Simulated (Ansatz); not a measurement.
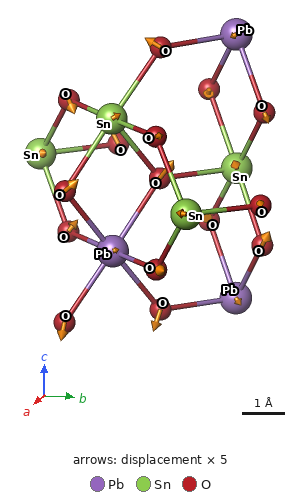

A relaxation of solid Pb$_{9}$Sn$_{15}$O$_{48}$ (a generated structure, set up in P1). The starting structure is drawn; orange arrows show the displacements, 5 times their true length.

Style: ball-and-stick. Shown: the atoms within 4.2 Å of the atom that moves most (axes of the cell of the calculation), slightly off an axis.

The calculation used DFT, PBEsol, PAW, plane waves in Ansatz 0.2.0. Set-up: plane-wave cutoff 420 eV; k-point mesh 1 × 1 × 1; mesh shifted by (0.25, 0.25, 0.25); no spin polarisation; cell relaxed at fixed alpha, beta, gamma; force threshold 0.03 eV/Å; at most 80 steps.

**Atoms of which element are displaced furthest, and by how much?**

Oxygen: up to 0.14 Å, against 0.09 Å for tin.

**Describe the change and its energy.**

After 5 geometry steps the energy has fallen by 33.3 meV per atom. Largest force component: 1.8 eV/Å at the start, 0.004 eV/Å at the end. Pressure: 0.26 GPa at the start and −0.01 GPa at the end. The atom that moves furthest relative to the cell is an O atom (0.14 Å along [1 2 3]). Largest moves by element: O 0.14 Å, Sn 0.09 Å, Pb 0.05 Å. Cell: a = b 9.712 → 9.708 Å (0.0 %), c 9.862 → 9.848 Å (−0.1 %). Volume −0.2 %. Near-neighbour distances that change, for instance: O–Pb 2.081 → 2.194 Å, O–Sn 2.177 → 2.077 Å, O–Pb 2.059 → 2.140 Å, O–Pb 2.111 → 2.186 Å. Among the angles between lasting bonds that change: O–Pb–O 101.3° → 106.4°, O–Pb–O 78.5° → 75.1°, Pb–O–Sn 129.0° → 125.9°. The space group stays P1 (No. 1).
